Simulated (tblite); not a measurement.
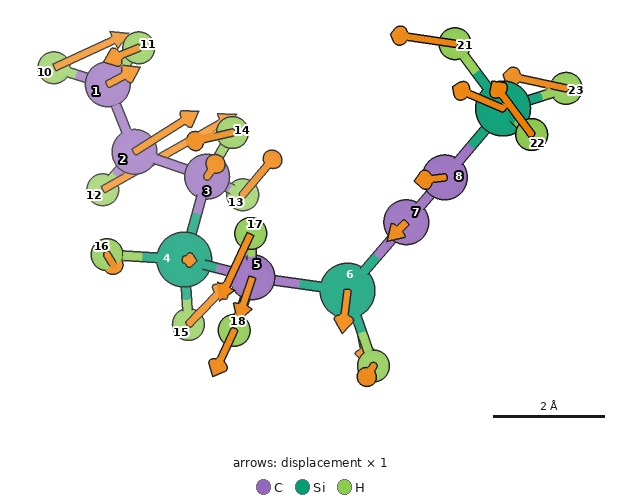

This is a relaxation of C6H14Si3. The starting structure is drawn; orange arrows show the displacements, at their true length. The two geometries are superimposed by the best rigid fit.

The picture is a ball-and-stick view, seen at a tilt.

Method: GFN2-xTB geometry optimisation, gas phase in tblite 0.8.0. 

> What did the optimiser do to the structure, and how much energy did it gain?

The largest move after the best rigid fit is that of an H atom, 2.83 Å. By element the largest moves are H 2.83 Å, Si 1.66 Å, C 1.55 Å. Among the contacts that change: C–Si 1.848 → 1.909 Å, C–H 1.113 → 1.077 Å, H–Si 1.508 → 1.472 Å, C–H 1.124 → 1.090 Å. Among the angles between lasting bonds that change: H–C–H 122.1° → 116.2°, Si–C–Si 110.6° → 116.4°, C–C–Si 105.4° → 111.0°. Groups turn about C–Si by about 60°, C–Si by about 40°. After 286 geometry steps the energy has fallen by 10.3 kcal/mol. The run took 6.1 s on 1 thread of Arm Neoverse N1, with other jobs on the host.
